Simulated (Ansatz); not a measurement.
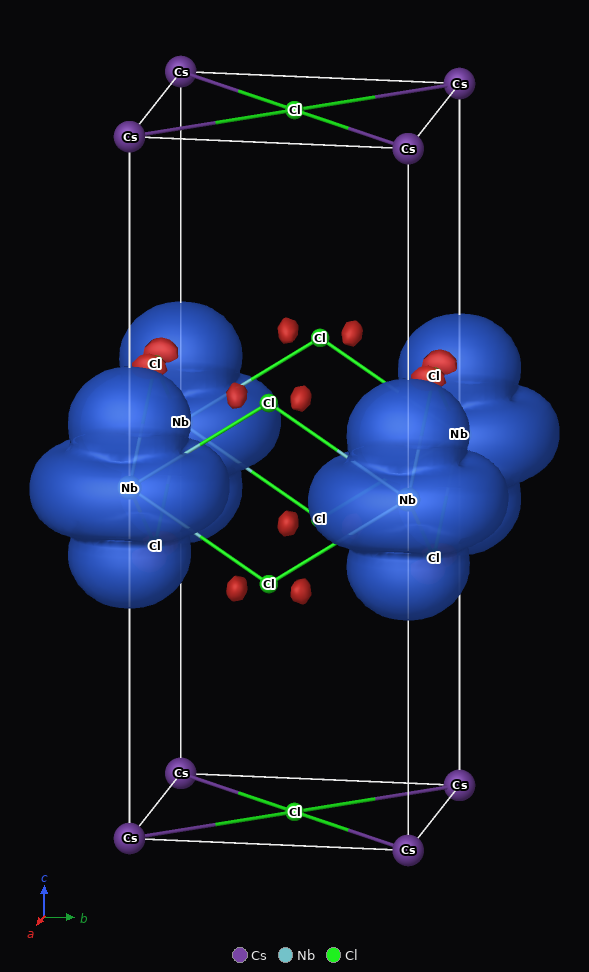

Figure 1: CsNbCl5. Isosurfaces of the spin density (up minus down) at +0.015 (blue) and −0.015 e/Å³ (red), seen slightly off an axis. Sticks mark near contacts.

Space group P4/mmm; a structure generated by program, which may or may not match a known phase; spin-polarised.

Level of theory: DFT PBE, scalar-relativistic, plane waves, PAW in Ansatz 0.2.0.

The density is the valence pseudo-density of a PAW calculation; it isn't the true density close to the nuclei.

```cif
data_structure
_symmetry_space_group_name_H-M 'P 1'
_symmetry_Int_Tables_number 1
_cell_length_a 4.4269
_cell_length_b 4.4269
_cell_length_c 11.2757
_cell_angle_alpha 90.000
_cell_angle_beta 90.000
_cell_angle_gamma 90.000
_cell_volume 220.98
loop_
_atom_site_label
_atom_site_type_symbol
_atom_site_fract_x
_atom_site_fract_y
_atom_site_fract_z
_atom_site_occupancy
Cs1 Cs 0.00000 0.00000 0.00000 1
Nb1 Nb 0.00000 0.00000 0.50000 1
Cl1 Cl 0.00000 0.50000 0.37102 1
Cl2 Cl 0.00000 0.50000 0.62898 1
Cl3 Cl 0.50000 0.00000 0.37102 1
Cl4 Cl 0.50000 0.00000 0.62898 1
Cl5 Cl 0.50000 0.50000 0.00000 1
```

Q: Which atoms carry the moments, and with what signs?

A: The spin density sits on Nb: +0.8 μB in one cell of 7 atoms: parallel main moments, as they must be, since the calculation's own cell holds one magnetic site. The cell of the calculation (7 atoms) carries 1.1 μB of net spin moment.
